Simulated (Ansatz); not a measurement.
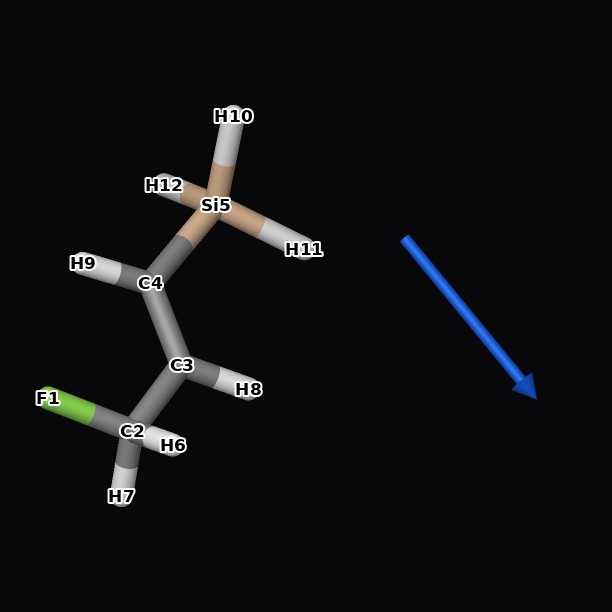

The arrow beside the molecule shows the direction of the dipole moment, from the negative to the positive end (its length means nothing). The geometry was computed by an optimisation with PBE0-D4/def2-TZVP. Method: RKS r2SCAN-D4/def2-TZVPP (Ansatz 0.2.0).

Q: How large is the dipole moment?

A: 1.65 D; it points from the side of H10, H12 to the side of H6, H7, H8 (the outermost atoms at the two ends).
